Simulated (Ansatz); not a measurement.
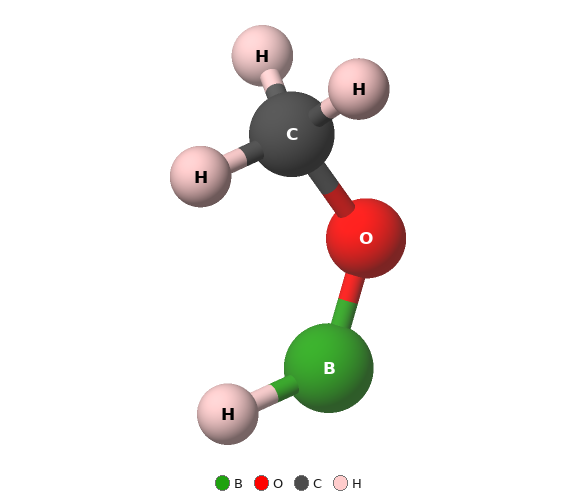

Rendered structure (ball-and-stick style). Every bond is drawn as one stick, whatever its order.

The species is neutral and a spin doublet.

Count the atoms of each element.

Answer. CH₄BO, 7 atoms: 1 carbon, 4 hydrogen, 1 boron and 1 oxygen.

Write the SMILES.

Answer. [BH]OC

Count the bonded pairs by element.

Answer. 3 C–H, 1 B–O, 1 C–O, 1 B–H.

The parts below concern this one geometry. Atoms keep their numbers from picture to picture. Computed geometry: PBE0-D4/def2-TZVP optimisation.

## Shape

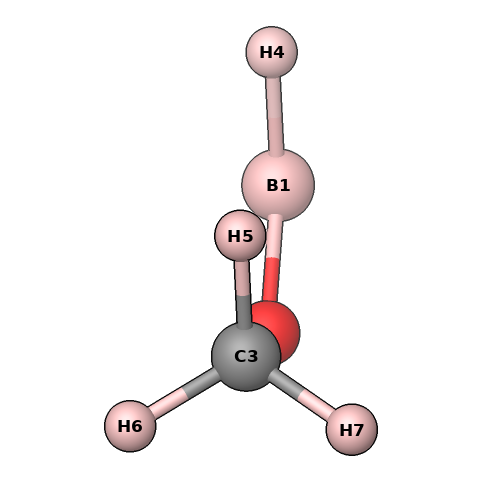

O2 lies behind C3. The molecule seen nearly along the C3–O2 bond, C3 in front. Atoms fade into the background with distance from the viewer.

What is the torsion angle H5–C3–O2–B1? The sign is positive where the front bond must turn clockwise to cover the back bond.

Answer. 0°, synperiplanar (eclipsed).

## Thermal motion

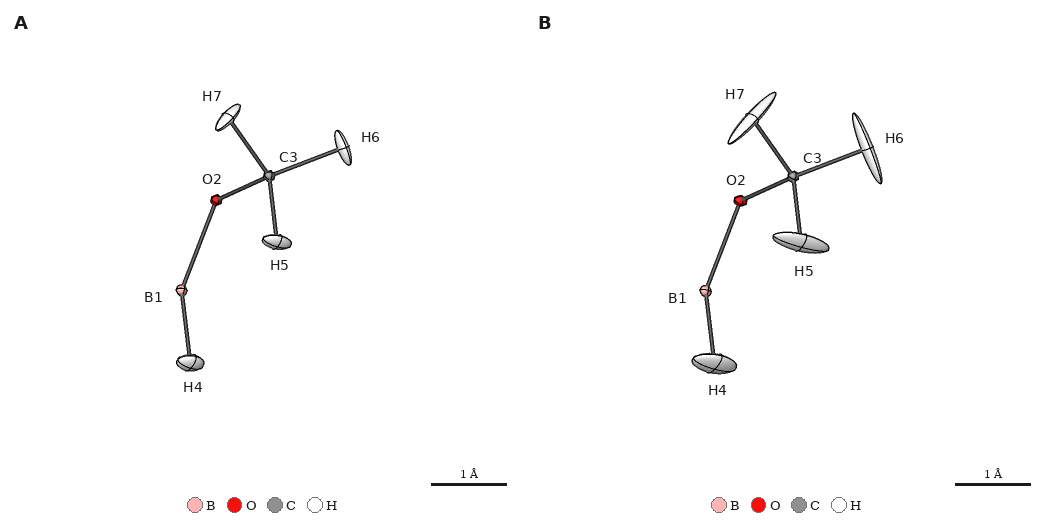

Displacement ellipsoids at the 50 % level, scaled by 0.7, from the internal vibrations of the free molecule (harmonic, no overall translation or rotation; no half-axis is drawn under 0.075 Å). Vibrations computed with UKS PBE0-D4/def2-TZVP (Ansatz 0.2.0). One panel is for 100 K, the other for 600 K.

Which panel is for 600 K?

Answer. B.

How much does the mean-square displacement of H7 grow, and why?

Answer. U_eq goes from 0.0231 to 0.0786 Å², a factor of 3.4. Modes below kT (417 cm⁻¹ at 600 K) grow about in proportion to T, and the lowest lies at 135 cm⁻¹; the mean-square amplitude of a mode is its zero-point value times coth(ħω/2kT), which comes close to 1 only above about 3kT.

## Vibrations

Harmonic vibrations computed with UKS PBE0-D4/def2-TZVP (Ansatz 0.2.0) at a stationary point of the same level.

How many vibrational modes are there, and where do they lie?

Answer. 15 modes: 135, 366, 565, 950, 994, 1173, 1179, 1390, 1486, 1490, 1503, 2523, 3049, 3138, 3148 cm⁻¹.

## Dipole moment

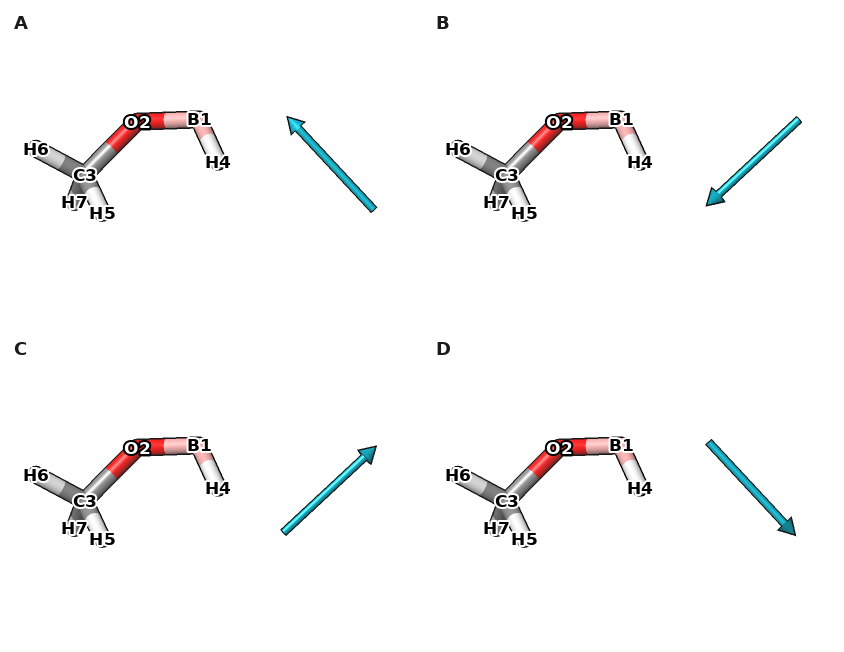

The same molecule four times, each with an arrow. Method: UKS ωB97M-V/def2-TZVPP (Ansatz 0.2.0).

Which arrow points along the dipole moment, from the negative to the positive end?

Answer. B. The dipole moment is 2.44 D; it points from the side of B1 to the side of H5, H6, H7 (the outermost atoms at the two ends).
